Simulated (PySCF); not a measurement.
# H2: the cost of one run

Method: relaxation, b3lyp, aug-cc-pvtz, and further levels as typed in the inputs, in PySCF 2.14.0.

**1. The structure to begin with**

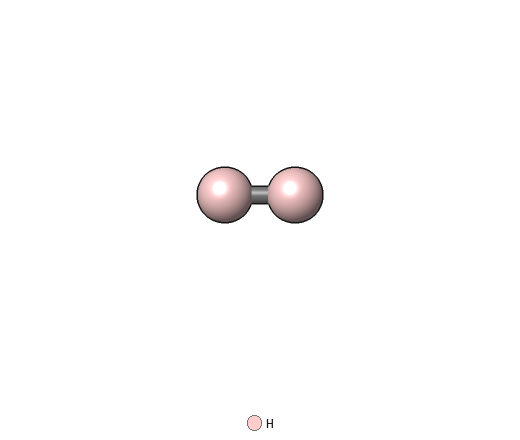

Start, viewed face on; hydrogen pink.

Structure file:

```xyz
2

H     0.0000    0.0000    0.0000
H     0.0000    0.0000    0.7400
```

**2. Relaxation: H2**

Contents of run.py:

```python
from pyscf import gto, dft
from pyscf.geomopt.geometric_solver import optimize
mol = gto.M(atom="mol.xyz", basis="aug-cc-pvtz", verbose=4)
mf = dft.RKS(mol, xc="b3lyp").density_fit().run(conv_tol=1e-9)
m = optimize(mf, maxsteps=60)
print("optimised structure (A):")
for k in range(m.natm): print(m.atom_symbol(k), *(f"{x:.8f}" for x in m.atom_coords(unit="A")[k]))
```

On the command line:

```sh
python run.py
```

**Question.** How long does this run take on 2 threads of AMD EPYC, shared host?

About 3 s.
